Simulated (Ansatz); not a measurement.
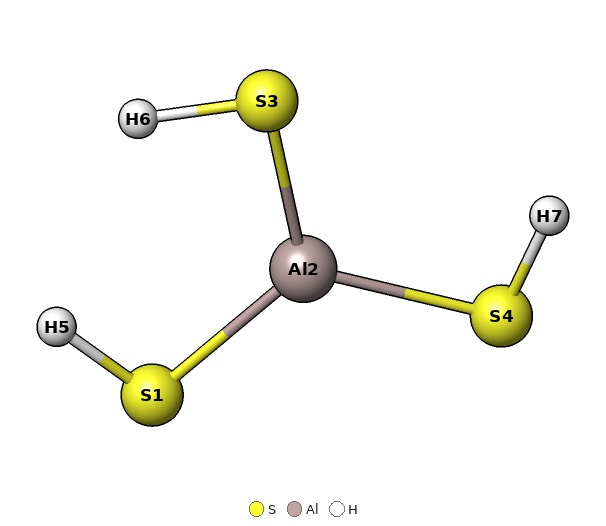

Harmonic vibrations computed with RKS PBE0-D4/def2-TZVP (Ansatz 0.2.0) at a stationary point of the same level.

Question: Minimum or transition state?

Answer: A minimum: no imaginary frequency, and the lowest mode lies at 45 cm⁻¹.

Question: How many vibrational modes are there, and where do they lie?

Answer: 15 modes: 45, 118, 131, 183, 225, 239, 354, 538, 552, 607, 680, 709, 2706, 2710, 2714 cm⁻¹.
